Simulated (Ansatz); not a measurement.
# HfHO+ (quintet): trial inputs and their diagnosis

4 inputs are run for HfHO+ (quintet) as typed; the log has to tell whether the result can be used and what must change.

Program: Ansatz 0.2.0, Gaussian basis. Level of theory: the settings change from run to run. These are calculated values, not measurements.

22 further runs of the same task are left out: 6 for a known fault of the program, 6 that didn't finish, 10 set aside as unsound or not needed. Runs told in other sessions of the task aren't counted.

## Step 1: The geometry

The geometry is a PBE0/def2-TZVP stationary point (not a proven minimum) of the parent state, kept for this charge and spin. No spin-orbit coupling is included. Elements past krypton take def2 core potentials.

3 atoms, charge 1, spin multiplicity 5.

Atoms are counted from 1 here; the program's logs count them from 0.

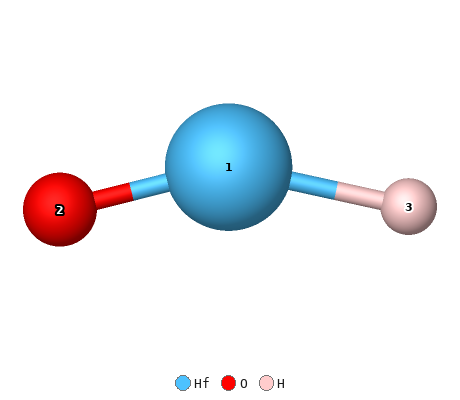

The structure; hafnium blue, oxygen red, hydrogen pink; atoms are numbered from 1 in the order of the file.

## Step 2: Input 1

Input file in.yaml:

```yaml
crystal:
  periodic: [false, false, false]
  atoms:
    - {symbol: Hf, position_ang: [0.000000, -0.013056, 0.141257]}
    - {symbol: O, position_ang: [0.000000, 0.098311, -1.698045]}
    - {symbol: H, position_ang: [0.000000, 0.751458, 1.939409]}
basis:
  gaussian: {orbitals: def2-SVP}
total_charge: 1
magnetization: {spin_polarized: false, initial_magnetization: 5}
hamiltonian: {xc: hf}
output: {orbitals: {seedname: orbitals}}
```

Run with:

```
$ ansatz run in.yaml --threads 1 --pin off --events-out ev --progress --plain --max-ram 2393MiB
```

The log of the run:

```text
Error: a molecule whose nuclei and cores have a total charge of 21 cannot have a net charge of 1 together with 5 unpaired electrons
```

Run time: 0.03 s. Hardware: 1 thread of Arm Neoverse V1, shared host.

**Diagnosis.** The run was refused. The number of unpaired electrons doesn't fit the electron count. Cure: make charge and initial_magnetization agree.

## Step 3: Input 2

Input file in.yaml:

```yaml
crystal:
  periodic: [false, false, false]
  atoms:
    - {symbol: Hf, position_ang: [0.000000, -0.013056, 0.141257]}
    - {symbol: O, position_ang: [0.000000, 0.098311, -1.698045]}
    - {symbol: H, position_ang: [0.000000, 0.751458, 1.939409]}
basis:
  gaussian: {orbitals: def2-SVP}
total_charge: 1
magnetization: {spin_polarized: false, initial_magnetization: 4}
hamiltonian: {xc: pbe0}
correlation: {method: sc_nevpt2, electrons: all, active_space: {window: {electrons: 6, orbitals: 6}}}
```

The command is unchanged.

The log of the run:

```text
Error: invalid value for `correlation.active_space`: it starts from restricted Hartree–Fock orbitals; set hamiltonian.xc: hf without magnetization.spin_polarized
```

Wall time 0.03 s (1 thread of Arm Neoverse V1, shared host).

Diagnosis: The run was refused. An active space is asked on a functional's orbitals. Fix: start from Hartree-Fock.

## Step 4: Input 3

Input file in.yaml:

```yaml
crystal:
  periodic: [false, false, false]
  atoms:
    - {symbol: Hf, position_ang: [0.000000, -0.013056, 0.141257]}
    - {symbol: O, position_ang: [0.000000, 0.098311, -1.698045]}
    - {symbol: H, position_ang: [0.000000, 0.751458, 1.939409]}
basis:
  gaussian: {orbitals: def2-SVP}
total_charge: 1
magnetization: {spin_polarized: true, initial_magnetization: 10}
hamiltonian: {xc: {name: B3LYP}}
correlation: {method: ccsd, electrons: valence}
output: {forces: true}
```

The command is unchanged.

The log of the run, cut to the lines that bear on the results:

```text
Functional definition: B3LYP
  name "B3LYP"
  cite "Stephens, Devlin, Chabalowski & Frisch, J. Phys. Chem. 98, 11623 (1994) doi:10.1021/j100096a001"
  cite "Becke, Phys. Rev. A 38, 3098 (1988) doi:10.1103/PhysRevA.38.3098"
  cite "Lee, Yang & Parr, Phys. Rev. B 37, 785 (1988) doi:10.1103/PhysRevB.37.785"
  cite "Vosko, Wilk & Nusair, Can. J. Phys. 58, 1200 (1980) doi:10.1139/p80-159"
[...]
503 factors; integrals over basis functions are off by at most 7.9e-4 eV
[...]
mean field -3307.30084795 eV, -121.5410643930 hartree, gradient 1.5e-6 eV, S^2 30.002788; 5 other end points of the search recorded, 0 dependent functions left out
1 core orbitals not correlated: weight in the atoms' cores, before any rotation towards them, 1.000 or more for the frozen orbitals, at most 0.000 for the correlated occupied ones
reference -3287.27221015 eV, -120.8050255297 hartree; 14, 4 occupied and 36, 46 virtual orbitals, 503 factors
second order -6.30544746 eV of doubles, -0.27727316 eV of singles
cycle   1  -6.69530777 eV  change   -1.1e-1 eV  update   6.2e-2
[...]
cycle  25  -6.89678929 eV  change    7.0e-8 eV  update   1.0e-7
[...]
Total energy: -3294.16899943 eV, -121.0584778612 hartree
Atom 0 at     0.000000    -0.013056     0.141257 Å, force    -0.000000    -0.551654    10.853259 eV/Å
Atom 1 at     0.000000     0.098311    -1.698045 Å, force     0.000000     0.374377   -12.137615 eV/Å
Atom 2 at     0.000000     0.751458     1.939409 Å, force     0.000000     0.177277     1.284356 eV/Å
Dipole moment:    -0.000000     0.208046    -1.363060 e Å
```

It took 24 s on 1 thread of Arm Neoverse V1, shared host.

Diagnosis: The run converged, which proves nothing about the input. Far too many unpaired electrons are asked for. Its energy belongs to the state of multiplicity 11, not to the quintet that was meant. To mend it, set initial_magnetization to that of the wanted state.

## Step 5: Input 4

Input file in.yaml:

```yaml
crystal:
  periodic: [false, false, false]
  atoms:
    - {symbol: Hf, position_ang: [0.300000, 0.398311, -1.648045]}
    - {symbol: O, position_ang: [0.000000, 0.098311, -1.698045]}
    - {symbol: H, position_ang: [0.000000, 0.751458, 1.939409]}
basis:
  gaussian: {orbitals: def2-SVP}
total_charge: 1
magnetization: {spin_polarized: true, initial_magnetization: 4}
hamiltonian: {pseudopotentials: {relativity: scalar}}
correlation: {method: mp2, electrons: outside_noble_gas}
accuracy: high
output: {forces: true}
```

Same command.

The log of the run, cut to the lines that bear on the results:

```text
Functional definition: HF
  name "HF"
  cite "Fock, Z. Phys. 61, 126 (1930) doi:10.1007/BF01340294"
  parent pbe
[...]
940 factors; integrals over basis functions are off by at most 3.0e-9 eV
[...]
mean field -2091.15406736 eV, -76.8484945403 hartree, gradient 3.4e-8 eV, S^2 6.009861; 0 other end points of the search recorded, 0 dependent functions left out
5 core orbitals not correlated: weight in the atoms' cores, before any rotation towards them, 0.651 or more for the frozen orbitals, at most 0.314 for the correlated occupied ones
reference -2091.15406736 eV, -76.8484945403 hartree; 7, 3 occupied and 39, 43 virtual orbitals, 940 factors
second order -3.32019462 eV of doubles, -0.00000000 eV of singles
[...]
Total energy: -2094.47426198 eV, -76.9705094422 hartree
Relativity: scalar
Atom 0 at     0.300000     0.398311    -1.648045 Å, force  4912.783471  4912.785215   818.806958 eV/Å
Atom 1 at     0.000000     0.098311    -1.698045 Å, force -4912.784272 -4912.795773  -818.861428 eV/Å
Atom 2 at     0.000000     0.751458     1.939409 Å, force     0.000801     0.010558     0.054470 eV/Å
Dipole moment:    -0.188569    -0.188279    -0.029813 e Å
```

Run time: 1.8 s. Hardware: 1 thread of Arm Neoverse V1, shared host.

What is wrong: The run converged, which proves nothing about the input. One atom lies on top of another. The shortest distance is 0.43 Å, against 1.84 Å in the geometry of step 1. Its energy belongs to another geometry. To mend it, restore its position.

## Step 6: Summary

| input | level | ended | cause | time |
| --- | --- | --- | --- | --- |
| 1 | HF (ROHF)/def2-SVP | refused | the number of unpaired electrons doesn't fit the electron count | 0.03 s |
| 2 | NEVPT2(6,6)/def2-SVP | refused | an active space is asked on a functional's orbitals | 0.03 s |
| 3 | CCSD/def2-SVP | converged | far too many unpaired electrons are asked for | 24 s |
| 4 | MP2 on UHF/def2-SVP | converged | one atom lies on top of another | 1.8 s |

2 refused, 2 converged. The input that converges on a wrong geometry or spin is the dangerous one: no error points at it, so geometry and ⟨S²⟩ have to be checked.
